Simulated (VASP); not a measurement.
Here is the system:

```yaml
crystal:
  lattice:
    - [-1.19337, 1.19337, 1.19337]
    - [1.19337, -1.19337, 1.19337]
    - [1.19337, 1.19337, -1.19337]
  atoms:
    - { symbol: C, position: [0.00000, 0.00000, 0.00000] }
```

Level of theory: r2SCAN meta-GGA, VASP's PBE PAW potentials (set 64) (plane waves; VASP). Settings: 520 eV cut-off, 24×24×24 Γ-centred mesh, tetrahedra with Blöchl corrections, potentials C.

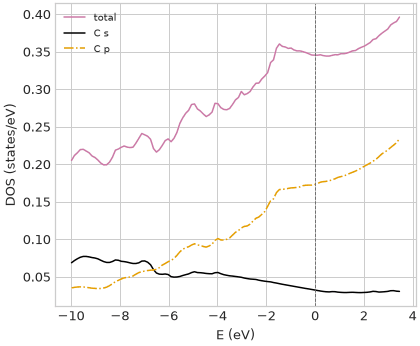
Figure: Total and projected density of states, zero at the Fermi level

Within 2 eV below the Fermi level the largest weight inside VASP's projection spheres is C p, then C s.

It has no gap at this level: it comes out as a metal or semimetal.

The structure was generated: C was put into the bcc type (Im-3m), which need not be its known phase. It was relaxed first, which changed the volume by -7 %.
